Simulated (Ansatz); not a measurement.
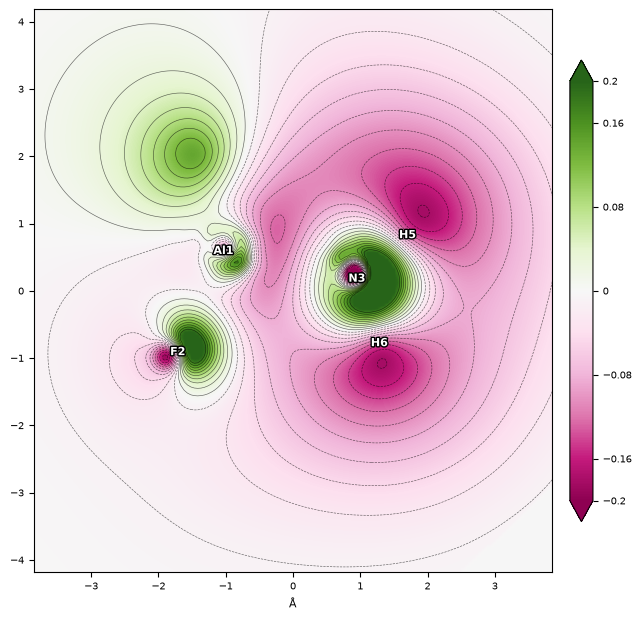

AlFH5N2 (SMILES [F][AlH-]1[NH2+][NH2+]1) (charge +1). The LUMO on the plane of atoms F2, Al1 and N3 (values in Å⁻³ᐟ²; the overall sign is arbitrary).

Geometry: B3LYP-D3(BJ)/6-311G**.

Theory: Ansatz 0.2.0, isolated molecule in a Gaussian basis; Kohn-Sham density functional theory, functional PBE0.

The calculation's input:

```
crystal:
  periodic: [false, false, false]
  atoms:
    - {symbol: Al, position_ang: [-0.449913, -0.190556, 1.584386]}
    - {symbol: F, position_ang: [0.625688, -1.310750, 1.017359]}
    - {symbol: "N", position_ang: [-1.722084, 0.016136, 0.028331]}
    - {symbol: "N", position_ang: [-0.654959, 1.052951, 0.005110]}
    - {symbol: H, position_ang: [-2.650087, 0.436777, 0.060010]}
    - {symbol: H, position_ang: [-1.656978, -0.595267, -0.785711]}
    - {symbol: H, position_ang: [-1.048215, 1.993203, 0.025505]}
    - {symbol: H, position_ang: [-0.948931, 0.353804, 2.937353]}
    - {symbol: H, position_ang: [-0.064212, 0.952730, -0.820535]}
basis:
  gaussian: {orbitals: def2-TZVPD}
total_charge: 1
output: {forces: true, orbitals: {seedname: orbitals}}
hamiltonian: {xc: pbe0}
```

Command:

```sh
ansatz run input.yaml --threads 2 --pin off --max-ram 4350MiB --events-out events.jsonl --progress --plain --runs-dir runs
```

> Where does this orbital lie, and at what energy?

Its weight (Hirshfeld) is mainly on H7 (about 15 %), H5 (about 15 %), Al1 (about 15 %), H6 (about 15 %), H9 (about 15 %), N3 (about 10 %) and N4 (about 10 %). Its energy is −5.31 eV.
